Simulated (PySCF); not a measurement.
# C$_{4}$H$_{8}$F$_{2}$Si: what the fields show

```xyz
15

F     0.0529   -1.7702   -1.5029
C    -0.5816   -1.2341   -0.3853
C    -1.0885    0.1680   -0.7216
C     0.0702    1.1521   -0.5849
C     0.7175    0.9211    0.7814
F     1.9941    1.4630    0.8097
Si    0.7196   -0.9936    1.0182
H    -1.4090   -1.9185   -0.1780
H    -1.5020    0.1900   -1.7311
H    -1.8807    0.4264   -0.0161
H    -0.2647    2.1834   -0.7060
H     0.8162    0.9437   -1.3544
H     0.1655    1.4521    1.5661
H     1.9998   -1.5874    0.6610
H     0.1862   -1.3879    2.3219
```

Geometry: GFN2-xTB.

The calculation used PBE0/pcSseg-1, SCF density, gas phase, non-relativistic (PySCF 2.14.0).

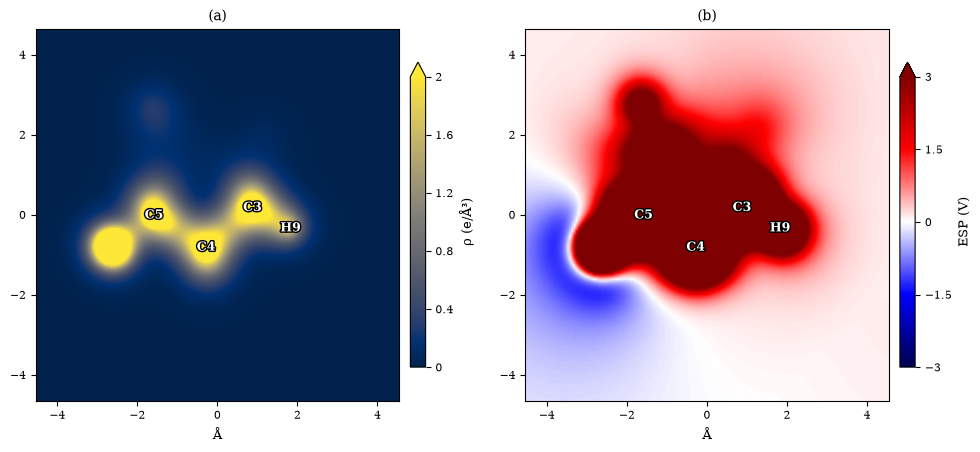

Figure 1. (a) electron density; (b) electrostatic potential on the plane of atoms C3, C4 and C5.

Question: Interpret the plot.

Answer:
- The plane passes through C and H nuclei.
- C–C (1.53 Å): ρ is about 1.6 e/Å³ halfway.
- C–H (1.09 Å): ρ at the midpoint is about 2 e/Å³.
- Outside the dense part of the molecule the potential is most negative (−1.3 V) near F6, which lies off the plane.

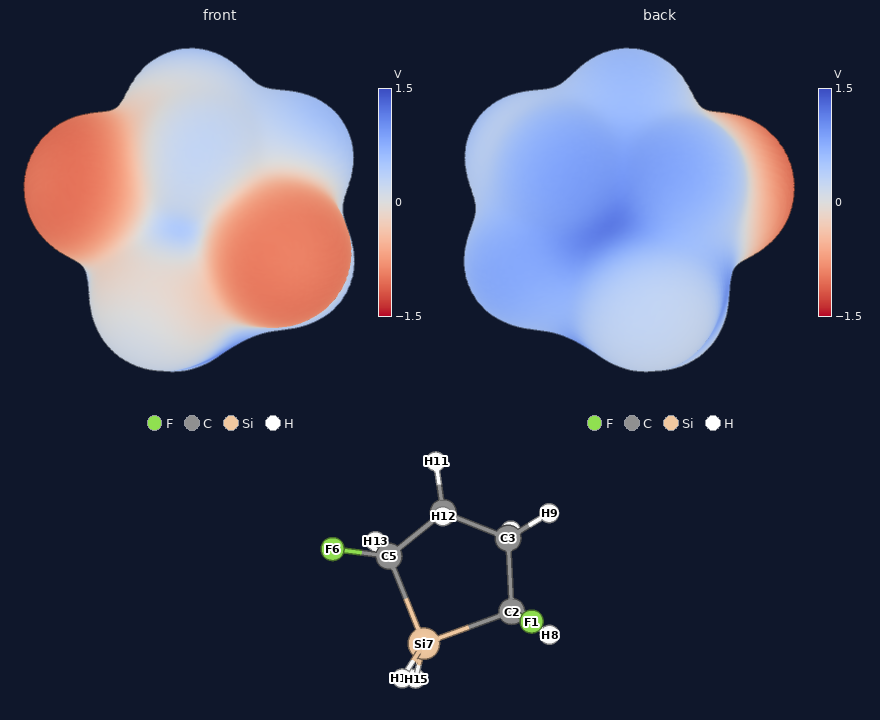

Figure 2. The molecular electrostatic potential painted on the density surface at 0.001 e/bohr³, seen from the front and from behind; the colour scale runs from red (negative) to blue (positive). The bare structure is drawn below in the same view.

Question: Which sites attract a positive test charge, and which a negative one?

Answer: A positive charge is drawn to the negative regions and a negative charge to the positive ones. The most negative region (about −1.0 V, or −23 kcal/mol for a unit charge) lies over F6, the most positive (about +1.1 V, or +25 kcal/mol for a unit charge) over Si7 and H10.

Question: How polar is the molecule by this calculation?

Answer: Its dipole moment is 2.55 D.
